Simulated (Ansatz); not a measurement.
**Run report: CH₃BSi, molecular dynamics (part 1 of 3)**

CH₃BSi, computed with RKS B3LYP-D4/def2-SVP (Ansatz 0.2.0).

It belongs to a series of runs on one base structure; here: dynamics from the last frame of an earlier run.

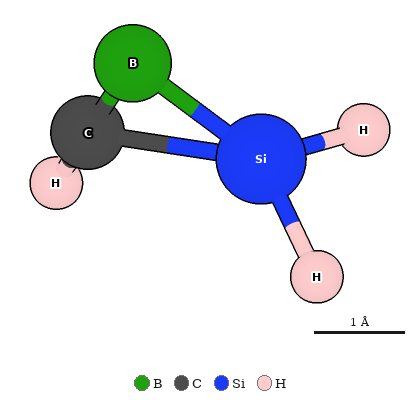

**Figure 1.** The input geometry (ball-and-stick view, seen at a tilt).

## The input
```yaml
crystal:
  periodic: [false, false, false]
  atoms:
    - { symbol: B, position_ang: [-1.272266, -0.245641, 0.00511] }
    - { symbol: C, position_ang: [-0.272408, -1.136122, -0.175806] }
    - { symbol: Si, position_ang: [0.113519, 0.908728, 0.005342] }
    - { symbol: H, position_ang: [0.52994, -1.820303, -0.41787] }
    - { symbol: H, position_ang: [0.623526, 1.620698, -1.226134] }
    - { symbol: H, position_ang: [1.119249, 1.580762, 0.933172] }
basis:
  gaussian: { orbitals: def2-SVP }
hamiltonian:
  xc: b3lyp
  dispersion: d4
md:
  timestep: 0.5
  n_steps: 250
  ensemble: nvt_langevin
  temperature: 700.0
  initial_velocities: maxwell_boltzmann
  seed: 390722
  friction: 0.001
```

Machine: 1 thread of AMD EPYC (Zen 3), 64 GiB of memory available, shared host.

Run as:
```bash
ansatz run input.yaml --threads 1 --pin off --max-ram 2048MiB --backend cpu --events-out ev --progress --plain --runs-dir out
```

## Output
```
Engine: ansatz 0.2.0, x86_64-unknown-linux-gnu
Functional definition: B3LYP
  parameter a0 = 0.2
  parameter ax = 0.72
  parameter ac = 0.81
  exchange = (1 - a0 - ax)*slater_x + ax*b88_x + a0*exact_x
  correlation = (1 - ac)*vwn_rpa_c + ac*lyp_c
665 factors; integrals over basis functions are off by at most 3.4e-4 eV
mean field evaluation 1: about -9626.1389 eV, gradient 4.8e1 eV
mean field evaluation 2: about -9611.5247 eV, gradient 7.8e1 eV
mean field evaluation 4: about -9632.3762 eV, gradient 6.7e0 eV
mean field evaluation 8: about -9632.5128 eV, gradient 5.9e-2 eV
mean field -9632.51279364 eV, -353.9883160146 hartree, gradient 1.9e-5 eV, S^2 0.000000; 0 other end points of the search recorded, 0 dependent functions left out
the calculation of the forces begins
reference -9632.51300762 eV, -353.9883238781 hartree; 14, 14 occupied and 47, 47 virtual orbitals, 665 factors
md step     0: t =     0.00 fs  T =   583.3 K  F+E_penalty+E_count = -9632.68951464 eV  E_kin = 0.452410 eV  (25 SCF iters)
these checks for a lower state are left out or cut short: starts, cluster_reference, orbital_swaps, neighbouring_geometries, increment
665 factors; integrals over basis functions are off by at most 3.3e-4 eV
mean field evaluation 16: about -9632.5335 eV, gradient 1.1e0 eV
mean field -9632.53682383 eV, -353.9891991077 hartree, gradient 2.0e-5 eV, S^2 0.000000; 0 other end points of the search recorded, 0 dependent functions left out
the calculation of the forces begins
reference -9632.53703760 eV, -353.9892069638 hartree; 14, 14 occupied and 47, 47 virtual orbitals, 665 factors
md step     1: t =     0.50 fs  T =   613.1 K  F+E_penalty+E_count = -9632.71357138 eV  E_kin = 0.475478 eV  (25 SCF iters, 3 dispersion substeps)
[... from here on the SCF iterations and repeated set-up lines of each step are left out, up to the last step ...]
md step     2: t =     1.00 fs  T =   610.5 K  F+E_penalty+E_count = -9632.72257277 eV  E_kin = 0.473442 eV  (25 SCF iters, 3 dispersion substeps)
md step     3: t =     1.50 fs  T =   603.6 K  F+E_penalty+E_count = -9632.71691675 eV  E_kin = 0.468097 eV  (26 SCF iters, 3 dispersion substeps)
md step     4: t =     2.00 fs  T =   584.9 K  F+E_penalty+E_count = -9632.70037513 eV  E_kin = 0.453607 eV  (26 SCF iters, 3 dispersion substeps)
md step     5: t =     2.50 fs  T =   569.1 K  F+E_penalty+E_count = -9632.67869830 eV  E_kin = 0.441369 eV  (25 SCF iters, 3 dispersion substeps)
md step     6: t =     3.00 fs  T =   539.4 K  F+E_penalty+E_count = -9632.65761540 eV  E_kin = 0.418355 eV  (26 SCF iters, 3 dispersion substeps)
md step     7: t =     3.50 fs  T =   535.0 K  F+E_penalty+E_count = -9632.64334046 eV  E_kin = 0.414906 eV  (25 SCF iters, 3 dispersion substeps)
md step     8: t =     4.00 fs  T =   532.7 K  F+E_penalty+E_count = -9632.64013032 eV  E_kin = 0.413151 eV  (25 SCF iters, 3 dispersion substeps)
md step     9: t =     4.50 fs  T =   542.0 K  F+E_penalty+E_count = -9632.64939465 eV  E_kin = 0.420366 eV  (26 SCF iters, 3 dispersion substeps)
md step    10: t =     5.00 fs  T =   562.2 K  F+E_penalty+E_count = -9632.66876635 eV  E_kin = 0.435988 eV  (26 SCF iters, 3 dispersion substeps)
md step    11: t =     5.50 fs  T =   591.4 K  F+E_penalty+E_count = -9632.69247907 eV  E_kin = 0.458656 eV  (26 SCF iters, 3 dispersion substeps)
md step    12: t =     6.00 fs  T =   624.2 K  F+E_penalty+E_count = -9632.71357998 eV  E_kin = 0.484138 eV  (25 SCF iters, 3 dispersion substeps)
md step    13: t =     6.50 fs  T =   651.5 K  F+E_penalty+E_count = -9632.72604262 eV  E_kin = 0.505271 eV  (25 SCF iters, 3 dispersion substeps)
md step    14: t =     7.00 fs  T =   645.6 K  F+E_penalty+E_count = -9632.72766155 eV  E_kin = 0.500735 eV  (26 SCF iters, 3 dispersion substeps)
md step    15: t =     7.50 fs  T =   628.5 K  F+E_penalty+E_count = -9632.71834493 eV  E_kin = 0.487424 eV  (26 SCF iters, 3 dispersion substeps)
md step    16: t =     8.00 fs  T =   600.4 K  F+E_penalty+E_count = -9632.69981481 eV  E_kin = 0.465619 eV  (26 SCF iters, 3 dispersion substeps)
md step    17: t =     8.50 fs  T =   569.8 K  F+E_penalty+E_count = -9632.67505339 eV  E_kin = 0.441940 eV  (25 SCF iters, 3 dispersion substeps)
md step    18: t =     9.00 fs  T =   535.9 K  F+E_penalty+E_count = -9632.64652530 eV  E_kin = 0.415599 eV  (26 SCF iters, 3 dispersion substeps)
md step    19: t =     9.50 fs  T =   505.9 K  F+E_penalty+E_count = -9632.61632630 eV  E_kin = 0.392318 eV  (26 SCF iters, 3 dispersion substeps)
md step    20: t =    10.00 fs  T =   479.8 K  F+E_penalty+E_count = -9632.58736101 eV  E_kin = 0.372150 eV  (25 SCF iters, 3 dispersion substeps)
md step    21: t =    10.50 fs  T =   439.6 K  F+E_penalty+E_count = -9632.56113373 eV  E_kin = 0.340919 eV  (26 SCF iters, 3 dispersion substeps)
md step    22: t =    11.00 fs  T =   412.2 K  F+E_penalty+E_count = -9632.53916091 eV  E_kin = 0.319659 eV  (25 SCF iters, 3 dispersion substeps)
md step    23: t =    11.50 fs  T =   388.6 K  F+E_penalty+E_count = -9632.52335492 eV  E_kin = 0.301402 eV  (26 SCF iters, 3 dispersion substeps)
md step    24: t =    12.00 fs  T =   383.4 K  F+E_penalty+E_count = -9632.51470221 eV  E_kin = 0.297387 eV  (26 SCF iters, 3 dispersion substeps)
md step    25: t =    12.50 fs  T =   383.1 K  F+E_penalty+E_count = -9632.51255341 eV  E_kin = 0.297115 eV  (26 SCF iters, 3 dispersion substeps)
md step    26: t =    13.00 fs  T =   375.2 K  F+E_penalty+E_count = -9632.51652012 eV  E_kin = 0.290996 eV  (26 SCF iters, 3 dispersion substeps)
md step    27: t =    13.50 fs  T =   387.5 K  F+E_penalty+E_count = -9632.52621195 eV  E_kin = 0.300496 eV  (26 SCF iters, 3 dispersion substeps)
md step    28: t =    14.00 fs  T =   397.7 K  F+E_penalty+E_count = -9632.53985790 eV  E_kin = 0.308479 eV  (26 SCF iters, 3 dispersion substeps)
md step    29: t =    14.50 fs  T =   420.1 K  F+E_penalty+E_count = -9632.55594537 eV  E_kin = 0.325818 eV  (26 SCF iters, 3 dispersion substeps)
md step    30: t =    15.00 fs  T =   442.2 K  F+E_penalty+E_count = -9632.57109173 eV  E_kin = 0.342914 eV  (26 SCF iters, 3 dispersion substeps)
md step    31: t =    15.50 fs  T =   454.5 K  F+E_penalty+E_count = -9632.58093053 eV  E_kin = 0.352530 eV  (25 SCF iters, 3 dispersion substeps)
md step    32: t =    16.00 fs  T =   441.3 K  F+E_penalty+E_count = -9632.58192561 eV  E_kin = 0.342286 eV  (25 SCF iters, 3 dispersion substeps)
md step    33: t =    16.50 fs  T =   444.4 K  F+E_penalty+E_count = -9632.57292281 eV  E_kin = 0.344687 eV  (26 SCF iters, 3 dispersion substeps)
md step    34: t =    17.00 fs  T =   413.4 K  F+E_penalty+E_count = -9632.55526258 eV  E_kin = 0.320590 eV  (26 SCF iters, 3 dispersion substeps)
md step    35: t =    17.50 fs  T =   388.4 K  F+E_penalty+E_count = -9632.53280002 eV  E_kin = 0.301240 eV  (26 SCF iters, 3 dispersion substeps)
md step    36: t =    18.00 fs  T =   364.5 K  F+E_penalty+E_count = -9632.51216400 eV  E_kin = 0.282727 eV  (25 SCF iters, 3 dispersion substeps)
md step    37: t =    18.50 fs  T =   351.0 K  F+E_penalty+E_count = -9632.50055813 eV  E_kin = 0.272211 eV  (26 SCF iters, 3 dispersion substeps)
md step    38: t =    19.00 fs  T =   356.8 K  F+E_penalty+E_count = -9632.50493961 eV  E_kin = 0.276711 eV  (26 SCF iters, 3 dispersion substeps)
md step    39: t =    19.50 fs  T =   389.2 K  F+E_penalty+E_count = -9632.53016069 eV  E_kin = 0.301831 eV  (25 SCF iters, 3 dispersion substeps)
md step    40: t =    20.00 fs  T =   445.0 K  F+E_penalty+E_count = -9632.57301075 eV  E_kin = 0.345163 eV  (26 SCF iters, 3 dispersion substeps)
md step    41: t =    20.50 fs  T =   514.6 K  F+E_penalty+E_count = -9632.62617643 eV  E_kin = 0.399086 eV  (26 SCF iters, 3 dispersion substeps)
md step    42: t =    21.00 fs  T =   591.3 K  F+E_penalty+E_count = -9632.68063362 eV  E_kin = 0.458617 eV  (26 SCF iters, 3 dispersion substeps)
md step    43: t =    21.50 fs  T =   652.3 K  F+E_penalty+E_count = -9632.72640318 eV  E_kin = 0.505892 eV  (26 SCF iters, 3 dispersion substeps)
md step    44: t =    22.00 fs  T =   676.8 K  F+E_penalty+E_count = -9632.75672414 eV  E_kin = 0.524861 eV  (26 SCF iters, 3 dispersion substeps)
md step    45: t =    22.50 fs  T =   678.6 K  F+E_penalty+E_count = -9632.76868344 eV  E_kin = 0.526320 eV  (25 SCF iters, 3 dispersion substeps)
md step    46: t =    23.00 fs  T =   669.3 K  F+E_penalty+E_count = -9632.76300569 eV  E_kin = 0.519101 eV  (25 SCF iters, 3 dispersion substeps)
md step    47: t =    23.50 fs  T =   645.3 K  F+E_penalty+E_count = -9632.74216258 eV  E_kin = 0.500473 eV  (25 SCF iters, 3 dispersion substeps)
md step    48: t =    24.00 fs  T =   602.5 K  F+E_penalty+E_count = -9632.71023147 eV  E_kin = 0.467294 eV  (26 SCF iters, 3 dispersion substeps)
md step    49: t =    24.50 fs  T =   556.6 K  F+E_penalty+E_count = -9632.67184335 eV  E_kin = 0.431659 eV  (26 SCF iters, 3 dispersion substeps)
md step    50: t =    25.00 fs  T =   509.0 K  F+E_penalty+E_count = -9632.63104186 eV  E_kin = 0.394726 eV  (26 SCF iters, 3 dispersion substeps)
md step    51: t =    25.50 fs  T =   466.8 K  F+E_penalty+E_count = -9632.59085868 eV  E_kin = 0.361998 eV  (25 SCF iters, 3 dispersion substeps)
md step    52: t =    26.00 fs  T =   425.6 K  F+E_penalty+E_count = -9632.55389415 eV  E_kin = 0.330092 eV  (26 SCF iters, 3 dispersion substeps)
md step    53: t =    26.50 fs  T =   381.8 K  F+E_penalty+E_count = -9632.52277411 eV  E_kin = 0.296110 eV  (26 SCF iters, 3 dispersion substeps)
md step    54: t =    27.00 fs  T =   349.2 K  F+E_penalty+E_count = -9632.49951403 eV  E_kin = 0.270818 eV  (25 SCF iters, 3 dispersion substeps)
md step    55: t =    27.50 fs  T =   334.2 K  F+E_penalty+E_count = -9632.48514347 eV  E_kin = 0.259228 eV  (26 SCF iters, 3 dispersion substeps)
md step    56: t =    28.00 fs  T =   336.3 K  F+E_penalty+E_count = -9632.48107042 eV  E_kin = 0.260836 eV  (27 SCF iters, 3 dispersion substeps)
md step    57: t =    28.50 fs  T =   350.3 K  F+E_penalty+E_count = -9632.48771528 eV  E_kin = 0.271644 eV  (27 SCF iters, 3 dispersion substeps)
md step    58: t =    29.00 fs  T =   361.1 K  F+E_penalty+E_count = -9632.50328292 eV  E_kin = 0.280060 eV  (26 SCF iters, 3 dispersion substeps)
md step    59: t =    29.50 fs  T =   403.8 K  F+E_penalty+E_count = -9632.52474876 eV  E_kin = 0.313207 eV  (26 SCF iters, 3 dispersion substeps)
md step    60: t =    30.00 fs  T =   431.7 K  F+E_penalty+E_count = -9632.54848385 eV  E_kin = 0.334772 eV  (26 SCF iters, 3 dispersion substeps)
md step    61: t =    30.50 fs  T =   460.8 K  F+E_penalty+E_count = -9632.57102713 eV  E_kin = 0.357345 eV  (27 SCF iters, 3 dispersion substeps)
md step    62: t =    31.00 fs  T =   482.0 K  F+E_penalty+E_count = -9632.58739007 eV  E_kin = 0.373816 eV  (25 SCF iters, 3 dispersion substeps)
md step    63: t =    31.50 fs  T =   476.7 K  F+E_penalty+E_count = -9632.59389342 eV  E_kin = 0.369716 eV  (26 SCF iters, 3 dispersion substeps)
md step    64: t =    32.00 fs  T =   474.3 K  F+E_penalty+E_count = -9632.59065601 eV  E_kin = 0.367866 eV  (26 SCF iters, 3 dispersion substeps)
md step    65: t =    32.50 fs  T =   443.2 K  F+E_penalty+E_count = -9632.57849135 eV  E_kin = 0.343733 eV  (26 SCF iters, 3 dispersion substeps)
md step    66: t =    33.00 fs  T =   422.2 K  F+E_penalty+E_count = -9632.56045015 eV  E_kin = 0.327413 eV  (26 SCF iters, 3 dispersion substeps)
md step    67: t =    33.50 fs  T =   406.7 K  F+E_penalty+E_count = -9632.54125012 eV  E_kin = 0.315421 eV  (25 SCF iters, 3 dispersion substeps)
md step    68: t =    34.00 fs  T =   382.8 K  F+E_penalty+E_count = -9632.52520056 eV  E_kin = 0.296917 eV  (26 SCF iters, 3 dispersion substeps)
md step    69: t =    34.50 fs  T =   373.7 K  F+E_penalty+E_count = -9632.51725173 eV  E_kin = 0.289832 eV  (25 SCF iters, 3 dispersion substeps)
md step    70: t =    35.00 fs  T =   389.5 K  F+E_penalty+E_count = -9632.52136858 eV  E_kin = 0.302046 eV  (26 SCF iters, 3 dispersion substeps)
md step    71: t =    35.50 fs  T =   409.6 K  F+E_penalty+E_count = -9632.53780634 eV  E_kin = 0.317663 eV  (25 SCF iters, 3 dispersion substeps)
md step    72: t =    36.00 fs  T =   435.1 K  F+E_penalty+E_count = -9632.56339918 eV  E_kin = 0.337474 eV  (25 SCF iters, 3 dispersion substeps)
md step    73: t =    36.50 fs  T =   479.1 K  F+E_penalty+E_count = -9632.59354193 eV  E_kin = 0.371587 eV  (26 SCF iters, 3 dispersion substeps)
md step    74: t =    37.00 fs  T =   530.5 K  F+E_penalty+E_count = -9632.62455759 eV  E_kin = 0.411412 eV  (25 SCF iters, 3 dispersion substeps)
md step    75: t =    37.50 fs  T =   554.2 K  F+E_penalty+E_count = -9632.65229872 eV  E_kin = 0.429784 eV  (26 SCF iters, 3 dispersion substeps)
md step    76: t =    38.00 fs  T =   589.7 K  F+E_penalty+E_count = -9632.67425691 eV  E_kin = 0.457317 eV  (25 SCF iters, 3 dispersion substeps)
md step    77: t =    38.50 fs  T =   610.8 K  F+E_penalty+E_count = -9632.68992218 eV  E_kin = 0.473720 eV  (25 SCF iters, 3 dispersion substeps)
md step    78: t =    39.00 fs  T =   609.4 K  F+E_penalty+E_count = -9632.69855031 eV  E_kin = 0.472650 eV  (25 SCF iters, 3 dispersion substeps)
md step    79: t =    39.50 fs  T =   594.7 K  F+E_penalty+E_count = -9632.70025808 eV  E_kin = 0.461196 eV  (25 SCF iters, 3 dispersion substeps)
md step    80: t =    40.00 fs  T =   596.1 K  F+E_penalty+E_count = -9632.69633007 eV  E_kin = 0.462308 eV  (26 SCF iters, 3 dispersion substeps)
md step    81: t =    40.50 fs  T =   576.6 K  F+E_penalty+E_count = -9632.68779204 eV  E_kin = 0.447152 eV  (25 SCF iters, 3 dispersion substeps)
md step    82: t =    41.00 fs  T =   561.5 K  F+E_penalty+E_count = -9632.67737606 eV  E_kin = 0.435500 eV  (25 SCF iters, 3 dispersion substeps)
md step    83: t =    41.50 fs  T =   542.4 K  F+E_penalty+E_count = -9632.66713508 eV  E_kin = 0.420683 eV  (26 SCF iters, 3 dispersion substeps)
md step    84: t =    42.00 fs  T =   528.7 K  F+E_penalty+E_count = -9632.65851724 eV  E_kin = 0.410070 eV  (25 SCF iters, 3 dispersion substeps)
md step    85: t =    42.50 fs  T =   513.9 K  F+E_penalty+E_count = -9632.65260507 eV  E_kin = 0.398565 eV  (25 SCF iters, 3 dispersion substeps)
md step    86: t =    43.00 fs  T =   509.4 K  F+E_penalty+E_count = -9632.65200874 eV  E_kin = 0.395087 eV  (25 SCF iters, 3 dispersion substeps)
md step    87: t =    43.50 fs  T =   510.9 K  F+E_penalty+E_count = -9632.65869031 eV  E_kin = 0.396230 eV  (26 SCF iters, 3 dispersion substeps)
md step    88: t =    44.00 fs  T =   540.1 K  F+E_penalty+E_count = -9632.67053863 eV  E_kin = 0.418869 eV  (25 SCF iters, 3 dispersion substeps)
md step    89: t =    44.50 fs  T =   564.0 K  F+E_penalty+E_count = -9632.68483522 eV  E_kin = 0.437390 eV  (25 SCF iters, 3 dispersion substeps)
md step    90: t =    45.00 fs  T =   583.0 K  F+E_penalty+E_count = -9632.69815583 eV  E_kin = 0.452113 eV  (26 SCF iters, 3 dispersion substeps)
md step    91: t =    45.50 fs  T =   597.3 K  F+E_penalty+E_count = -9632.70524051 eV  E_kin = 0.463242 eV  (25 SCF iters, 3 dispersion substeps)
md step    92: t =    46.00 fs  T =   595.6 K  F+E_penalty+E_count = -9632.70190224 eV  E_kin = 0.461931 eV  (26 SCF iters, 3 dispersion substeps)
md step    93: t =    46.50 fs  T =   585.5 K  F+E_penalty+E_count = -9632.68587875 eV  E_kin = 0.454087 eV  (26 SCF iters, 3 dispersion substeps)
md step    94: t =    47.00 fs  T =   565.7 K  F+E_penalty+E_count = -9632.65744503 eV  E_kin = 0.438742 eV  (26 SCF iters, 3 dispersion substeps)
md step    95: t =    47.50 fs  T =   523.0 K  F+E_penalty+E_count = -9632.61937196 eV  E_kin = 0.405601 eV  (26 SCF iters, 3 dispersion substeps)
md step    96: t =    48.00 fs  T =   459.4 K  F+E_penalty+E_count = -9632.57760292 eV  E_kin = 0.356254 eV  (26 SCF iters, 3 dispersion substeps)
md step    97: t =    48.50 fs  T =   405.2 K  F+E_penalty+E_count = -9632.53975512 eV  E_kin = 0.314258 eV  (25 SCF iters, 3 dispersion substeps)
md step    98: t =    49.00 fs  T =   362.8 K  F+E_penalty+E_count = -9632.51131477 eV  E_kin = 0.281409 eV  (26 SCF iters, 3 dispersion substeps)
md step    99: t =    49.50 fs  T =   344.7 K  F+E_penalty+E_count = -9632.49563486 eV  E_kin = 0.267357 eV  (26 SCF iters, 3 dispersion substeps)
md step   100: t =    50.00 fs  T =   350.4 K  F+E_penalty+E_count = -9632.49379568 eV  E_kin = 0.271775 eV  (25 SCF iters, 3 dispersion substeps)
md step   101: t =    50.50 fs  T =   360.7 K  F+E_penalty+E_count = -9632.50606447 eV  E_kin = 0.279725 eV  (26 SCF iters, 3 dispersion substeps)
md step   102: t =    51.00 fs  T =   384.5 K  F+E_penalty+E_count = -9632.53051972 eV  E_kin = 0.298197 eV  (25 SCF iters, 3 dispersion substeps)
md step   103: t =    51.50 fs  T =   433.3 K  F+E_penalty+E_count = -9632.56376417 eV  E_kin = 0.336048 eV  (26 SCF iters, 3 dispersion substeps)
md step   104: t =    52.00 fs  T =   489.1 K  F+E_penalty+E_count = -9632.59970505 eV  E_kin = 0.379324 eV  (27 SCF iters, 3 dispersion substeps)
md step   105: t =    52.50 fs  T =   537.3 K  F+E_penalty+E_count = -9632.63145908 eV  E_kin = 0.416725 eV  (26 SCF iters, 3 dispersion substeps)
md step   106: t =    53.00 fs  T =   568.4 K  F+E_penalty+E_count = -9632.65543733 eV  E_kin = 0.440797 eV  (25 SCF iters, 3 dispersion substeps)
md step   107: t =    53.50 fs  T =   585.3 K  F+E_penalty+E_count = -9632.66969404 eV  E_kin = 0.453902 eV  (26 SCF iters, 3 dispersion substeps)
md step   108: t =    54.00 fs  T =   601.7 K  F+E_penalty+E_count = -9632.67336783 eV  E_kin = 0.466644 eV  (25 SCF iters, 3 dispersion substeps)
md step   109: t =    54.50 fs  T =   592.6 K  F+E_penalty+E_count = -9632.66767045 eV  E_kin = 0.459619 eV  (25 SCF iters, 3 dispersion substeps)
md step   110: t =    55.00 fs  T =   586.2 K  F+E_penalty+E_count = -9632.65379212 eV  E_kin = 0.454668 eV  (25 SCF iters, 3 dispersion substeps)
md step   111: t =    55.50 fs  T =   551.0 K  F+E_penalty+E_count = -9632.63217607 eV  E_kin = 0.427313 eV  (26 SCF iters, 3 dispersion substeps)
md step   112: t =    56.00 fs  T =   512.3 K  F+E_penalty+E_count = -9632.60444084 eV  E_kin = 0.397320 eV  (25 SCF iters, 3 dispersion substeps)
md step   113: t =    56.50 fs  T =   477.2 K  F+E_penalty+E_count = -9632.57312888 eV  E_kin = 0.370129 eV  (25 SCF iters, 3 dispersion substeps)
md step   114: t =    57.00 fs  T =   449.5 K  F+E_penalty+E_count = -9632.54141572 eV  E_kin = 0.348614 eV  (26 SCF iters, 3 dispersion substeps)
md step   115: t =    57.50 fs  T =   418.2 K  F+E_penalty+E_count = -9632.51382336 eV  E_kin = 0.324370 eV  (26 SCF iters, 3 dispersion substeps)
md step   116: t =    58.00 fs  T =   402.2 K  F+E_penalty+E_count = -9632.49574012 eV  E_kin = 0.311964 eV  (26 SCF iters, 3 dispersion substeps)
md step   117: t =    58.50 fs  T =   407.5 K  F+E_penalty+E_count = -9632.49126328 eV  E_kin = 0.316011 eV  (25 SCF iters, 3 dispersion substeps)
md step   118: t =    59.00 fs  T =   412.8 K  F+E_penalty+E_count = -9632.50109415 eV  E_kin = 0.320164 eV  (26 SCF iters, 3 dispersion substeps)
md step   119: t =    59.50 fs  T =   439.4 K  F+E_penalty+E_count = -9632.52257483 eV  E_kin = 0.340796 eV  (25 SCF iters, 3 dispersion substeps)
md step   120: t =    60.00 fs  T =   483.6 K  F+E_penalty+E_count = -9632.55106368 eV  E_kin = 0.375061 eV  (25 SCF iters, 3 dispersion substeps)
md step   121: t =    60.50 fs  T =   504.2 K  F+E_penalty+E_count = -9632.58054377 eV  E_kin = 0.391046 eV  (25 SCF iters, 3 dispersion substeps)
md step   122: t =    61.00 fs  T =   549.3 K  F+E_penalty+E_count = -9632.60645942 eV  E_kin = 0.426041 eV  (25 SCF iters, 3 dispersion substeps)
md step   123: t =    61.50 fs  T =   578.3 K  F+E_penalty+E_count = -9632.62439429 eV  E_kin = 0.448492 eV  (26 SCF iters, 3 dispersion substeps)
md step   124: t =    62.00 fs  T =   593.8 K  F+E_penalty+E_count = -9632.63148093 eV  E_kin = 0.460519 eV  (25 SCF iters, 3 dispersion substeps)
md step   125: t =    62.50 fs  T =   590.9 K  F+E_penalty+E_count = -9632.62689797 eV  E_kin = 0.458309 eV  (25 SCF iters, 3 dispersion substeps)
md step   126: t =    63.00 fs  T =   568.0 K  F+E_penalty+E_count = -9632.61090671 eV  E_kin = 0.440557 eV  (25 SCF iters, 3 dispersion substeps)
```
